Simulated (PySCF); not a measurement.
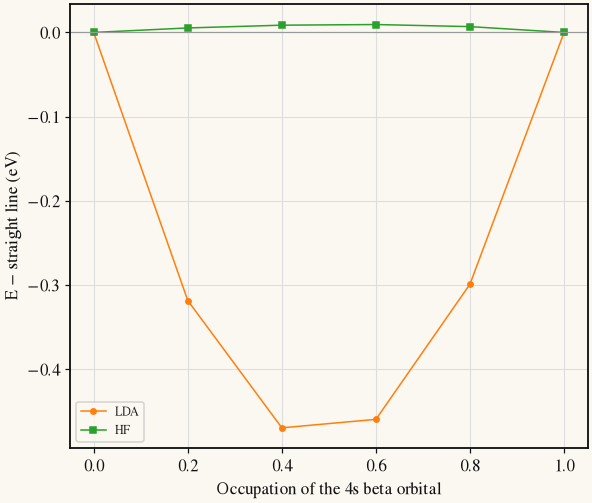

One 4s beta orbital of Cr⁻ ([Ar] 3d⁵ 4s²) is emptied in steps. The plot gives the energy less the straight line between the integer ends. PySCF, aug-pcseg-2, non-relativistic, unrestricted single determinants, no spin-orbit coupling.

### What do the curves say about each method?

LDA: convex (delocalisation error), largest departure −0.47 eV, removal energy 0.6613 eV; HF: nearly straight, largest departure 0.0094 eV, removal energy −0.3351 eV. The measured removal energy is 0.6660 eV. The exact energy is a straight line between whole electron numbers.
